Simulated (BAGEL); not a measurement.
# AlH2OF3 (SMILES [OH2+][Al-]([F])([F])[F]): RI-MP2/cc-pVDZ (density fitting with qzvpp-jkfit)

What is the energy change on altering one bond length of AlH2OF3 at RI-MP2/cc-pVDZ (density fitting with qzvpp-jkfit)? 

Program for the calculation: BAGEL 1.2.2.

1 further run of the same task is left out (set aside as unsound or not needed).

### Step 1. The structure to begin with

AlH2OF3 has 7 atoms, charge 0, and is taken as a singlet. As SMILES, `[OH2+][Al-]([F])([F])[F]`. The shape is that of a PBE0-D4/def2-TZVP optimisation.

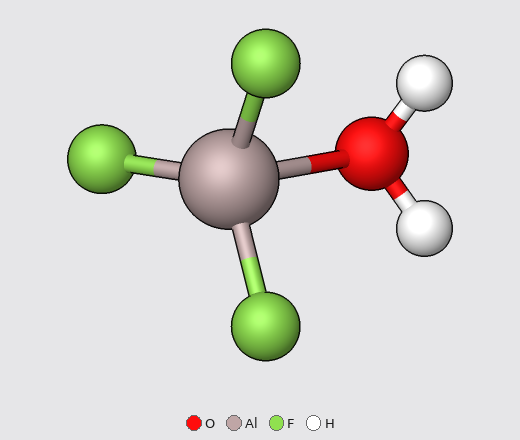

The structure, seen from a chosen angle (oxygen red, aluminium light grey, fluorine green, hydrogen white).

### Step 2. A single-point energy at RI-MP2/cc-pVDZ (density fitting with qzvpp-jkfit)

File mp2.json:

```json
{ "bagel": [

{
  "title": "molecule",
  "basis": "cc-pvdz.json",
  "df_basis": "qzvpp-jkfit",
  "angstrom": true,
  "geometry": [
    { "atom": "O", "xyz": [      -0.871000,       0.586100,       0.358000 ] },
    { "atom": "Al", "xyz": [       0.496000,      -0.551000,      -0.409900 ] },
    { "atom": "F", "xyz": [       0.962500,      -1.255200,       1.013300 ] },
    { "atom": "F", "xyz": [      -0.290400,      -1.501300,      -1.496900 ] },
    { "atom": "F", "xyz": [       1.430100,       0.675100,      -1.012400 ] },
    { "atom": "H", "xyz": [      -0.962400,       0.456200,       1.310000 ] },
    { "atom": "H", "xyz": [      -0.703600,       1.522000,       0.192000 ] }
  ]
},

{ "title": "hf" },

{ "title": "mp2", "ncore": 9 }

]}
```

The basis set cc-pVDZ is read from a file made from the Basis Set Exchange's data (not shown).

Launch:

```
$ BAGEL_NUM_THREADS=1 BAGEL mp2.json > mp2.out
```

Log:

```text
* using 1 threads per process

  ===============================================================
  ===============================================================

  *** Geometry ***

  { "atom" : "O", "xyz" : [     -1.645951,      1.107568,      0.676522 ] },
  { "atom" : "Al", "xyz" : [      0.937304,     -1.041239,     -0.774599 ] },
  { "atom" : "F", "xyz" : [      1.818861,     -2.371984,      1.914859 ] },
  { "atom" : "F", "xyz" : [     -0.548776,     -2.837046,     -2.828731 ] },
  { "atom" : "F", "xyz" : [      2.702497,      1.275754,     -1.913159 ] },
  { "atom" : "H", "xyz" : [     -1.818672,      0.862093,      2.475541 ] },
  { "atom" : "H", "xyz" : [     -1.329611,      2.876163,      0.362827 ] },

  Number of auxiliary basis functions:      472

  Since a DF basis is specified, we compute 2- and 3-index integrals:
    o Being stored without compression. Storage requirement is 0.027 GB

  Number of basis functions:       84
  Number of electrons      :       50

    * METHOD: MOLECULE                             0.19

  *** RHF ***

  === Nuclear Repulsion ===
   252.1743208248

      * DIIS with orbital gradients will be used.

  === RHF iteration (cc-pvdz.json) ===
      0       -616.13441193          0.02041038           0.08
      1       -616.39658927          0.01329082           0.07
      2       -616.53896806          0.00093277           0.07
      3       -616.53960688          0.00033394           0.07
      4       -616.53967743          0.00008736           0.07
      5       -616.53968480          0.00001796           0.07
      6       -616.53968511          0.00000296           0.07
      7       -616.53968512          0.00000067           0.07
      8       -616.53968512          0.00000024           0.07
      9       -616.53968512          0.00000009           0.07
     10       -616.53968512          0.00000002           0.07
     11       -616.53968512          0.00000000           0.07
    * SCF iteration converged.

    * Permanent dipole moment:
           (    1.126289,    -1.508480,    -1.177557) a.u.

    * METHOD: HF                                   1.02

  *** RHF ***

  === Nuclear Repulsion ===
   252.1743208248

      * DIIS with orbital gradients will be used.

  === RHF iteration (cc-pvdz.json) ===
      0       -616.53968512          0.00000000           0.07
    * SCF iteration converged.

    * Permanent dipole moment:
           (    1.126289,    -1.508480,    -1.177557) a.u.

  === DF-MP2 calculation ===

    * freezing 9 orbitals
    * 3-index integral transformation done
    * assembly done

      MP2 correlation energy:   -0.8248297907      0.05

      MP2 total energy:       -617.3645149132

    * METHOD: MP2                                  0.21

  ===============================================================
```

Wall time 1.6 s (1 thread of Arm Neoverse V2, shared host).

### Step 3. The distorted shape at the same level

File input.json:

```json
{ "bagel" : [

{
  "title" : "molecule",
  "basis" : "cc-pvdz.json",
  "df_basis" : "qzvpp-jkfit",
  "angstrom" : true,
  "geometry" : [
    { "atom" : "O", "xyz" : [      -0.896109,       0.445721,       0.382899 ] },
    { "atom" : "Al", "xyz" : [       0.470891,      -0.691379,      -0.385001 ] },
    { "atom" : "F", "xyz" : [       0.937391,      -1.395579,       1.038199 ] },
    { "atom" : "F", "xyz" : [      -0.315509,      -1.641679,      -1.472001 ] },
    { "atom" : "F", "xyz" : [       1.404991,       0.534721,      -0.987501 ] },
    { "atom" : "H", "xyz" : [      -0.987509,       0.315821,       1.334899 ] },
    { "atom" : "H", "xyz" : [      -0.703600,       1.522000,       0.192000 ] }
  ]
},

{ "title" : "hf" },

{ "title" : "mp2", "ncore" : 9 }

]}
```

The basis set cc-pVDZ is read from a file made from the Basis Set Exchange's data (not shown).

Launch:

```
$ BAGEL_NUM_THREADS=1 BAGEL input.json > input.out
```

Log:

```text
* using 1 threads per process

  ===============================================================
  ===============================================================

  *** Geometry ***

  { "atom" : "O", "xyz" : [     -1.693401,      0.842291,      0.723574 ] },
  { "atom" : "Al", "xyz" : [      0.889855,     -1.306517,     -0.727546 ] },
  { "atom" : "F", "xyz" : [      1.771412,     -2.637262,      1.961912 ] },
  { "atom" : "F", "xyz" : [     -0.596226,     -3.102324,     -2.781679 ] },
  { "atom" : "F", "xyz" : [      2.655048,      1.010476,     -1.866106 ] },
  { "atom" : "H", "xyz" : [     -1.866122,      0.596815,      2.522594 ] },
  { "atom" : "H", "xyz" : [     -1.329611,      2.876163,      0.362827 ] },

  Number of auxiliary basis functions:      472

  Since a DF basis is specified, we compute 2- and 3-index integrals:
    o Being stored without compression. Storage requirement is 0.027 GB

  Number of basis functions:       84
  Number of electrons      :       50

    * METHOD: MOLECULE                             0.18

  *** RHF ***

  === Nuclear Repulsion ===
   251.3685763671

      * DIIS with orbital gradients will be used.

  === RHF iteration (cc-pvdz.json) ===
      0       -616.11175439          0.02044874           0.06
      1       -616.37409297          0.01344307           0.06
      2       -616.52026735          0.00090695           0.06
      3       -616.52103422          0.00024902           0.06
      4       -616.52107820          0.00010377           0.06
      5       -616.52108842          0.00002394           0.06
      6       -616.52108899          0.00000370           0.06
      7       -616.52108901          0.00000087           0.06
      8       -616.52108901          0.00000027           0.06
      9       -616.52108901          0.00000012           0.06
     10       -616.52108901          0.00000003           0.06
     11       -616.52108901          0.00000001           0.07
    * SCF iteration converged.

    * Permanent dipole moment:
           (    1.110286,    -1.634629,    -1.152979) a.u.

    * METHOD: HF                                   0.88

  *** RHF ***

  === Nuclear Repulsion ===
   251.3685763671

      * DIIS with orbital gradients will be used.

  === RHF iteration (cc-pvdz.json) ===
      0       -616.52108901          0.00000000           0.06
    * SCF iteration converged.

    * Permanent dipole moment:
           (    1.110286,    -1.634629,    -1.152979) a.u.

  === DF-MP2 calculation ===

    * freezing 9 orbitals
    * 3-index integral transformation done
    * assembly done

      MP2 correlation energy:   -0.8297336257      0.05

      MP2 total energy:       -617.3508226377

    * METHOD: MP2                                  0.18

  ===============================================================
```

Wall time 1.4 s (1 thread of Arm Neoverse V2, shared host).

### Step 4. Results

At RI-MP2/cc-pVDZ (density fitting with qzvpp-jkfit), 9 core orbitals frozen:

```
                                                         quantity          value
                                        first shape: total energy  -617.36451 Eh
         first shape: correlation energy (9 core orbitals frozen)     -824.8 mEh
                                    distorted shape: total energy  -617.35082 Eh
     distorted shape: correlation energy (9 core orbitals frozen)     -829.7 mEh
energy change with the O1–H7 bond stretched from 0.965 to 1.110 Å       0.373 eV
```

What this shows: With the O1–H7 bond stretched from 0.965 to 1.110 Å the energy rises by 0.37 eV (35.9 kJ/mol). The first shape isn't relaxed at this level, so the change isn't measured from a minimum.
